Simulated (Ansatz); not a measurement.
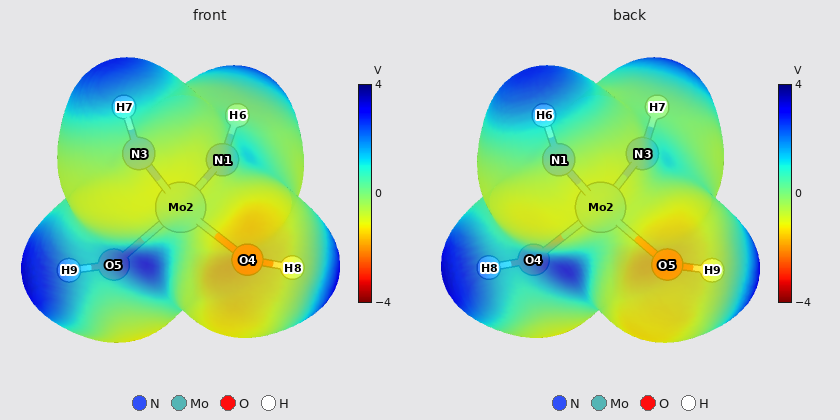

The picture shows: H$_{4}$MoN$_{2}$O$_{2}$ (SMILES [NH]=[Mo](=[NH])([OH])[OH]). The molecular electrostatic potential painted on the density surface at 0.004 e/bohr³, seen from the front and from behind; the colour scale runs from red (negative) to blue (positive).

Geometry: PBE0-D4/def2-TZVP; core potentials replace the inner electrons of Mo.

Level of theory: RKS PBE0-D4/def2-TZVPP (Ansatz 0.2.0).

Input

```
crystal:
  periodic: [false, false, false]
  atoms:
    - {symbol: N, position_ang: [-0.620523, -0.102650, -1.529114]}
    - {symbol: Mo, position_ang: [-0.060788, -0.039638, 0.101252]}
    - {symbol: N, position_ang: [1.561612, 0.540477, 0.185526]}
    - {symbol: O, position_ang: [-0.079932, -1.786085, 0.829621]}
    - {symbol: O, position_ang: [-1.191616, 1.147173, 1.046610]}
    - {symbol: H, position_ang: [-0.533430, 0.016869, -2.528486]}
    - {symbol: H, position_ang: [2.426976, 0.885334, -0.205495]}
    - {symbol: H, position_ang: [-0.615774, -2.457830, 0.401194]}
    - {symbol: H, position_ang: [-0.798224, 1.750149, 1.681893]}
basis:
  gaussian: {orbitals: def2-TZVPP}
hamiltonian: {xc: pbe0, dispersion: d4}
output: {orbitals: {seedname: orbitals}}
```

Run with:

```sh
ansatz run in.yaml --threads 4 --pin off --events-out ev --progress --plain --max-ram 10444MiB
```

**Where is the surface potential most negative and most positive?**

The most negative region (about −1.6 V, or −37 kcal/mol for a unit charge) lies over O4 and O5, the most positive (about +3.4 V, or +78 kcal/mol for a unit charge) over H8 and H9.
